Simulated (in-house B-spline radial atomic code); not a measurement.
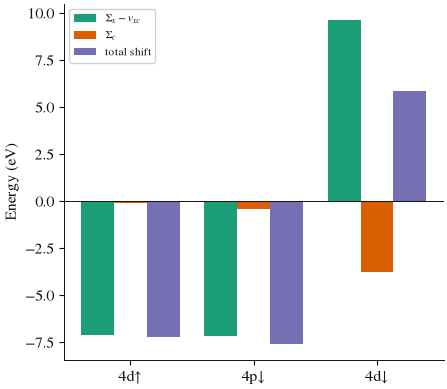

Parts of the G₀W₀ correction to each level for Ag⁶⁺ ([Kr] 4d⁵). All-electron spherical atom, non-relativistic, PBE0 start, no spin-orbit coupling, Breit or QED terms; computed with a B-spline radial code. The quasi-particle equation is solved at full frequency; levels of low quasi-particle weight Z are left out.

How does G₀W₀ correct the levels?

G₀W₀ moves the highest occupied level, 4d↑, from −101.28 to −108.51 eV (renormalisation factor Z = 0.97). The empty level 4d↓ goes from −90.67 to −84.84 eV.

```
Level  Mean field (eV)  Σx − vxc (eV)  Σc (eV)     Z  G₀W₀ (eV)
  4d↑          −101.28          −7.11    −0.12  0.97    −108.51
  4p↓          −149.92          −7.17    −0.42  0.96    −157.51
  4d↓           −90.67           9.62    −3.79  0.97     −84.84
```
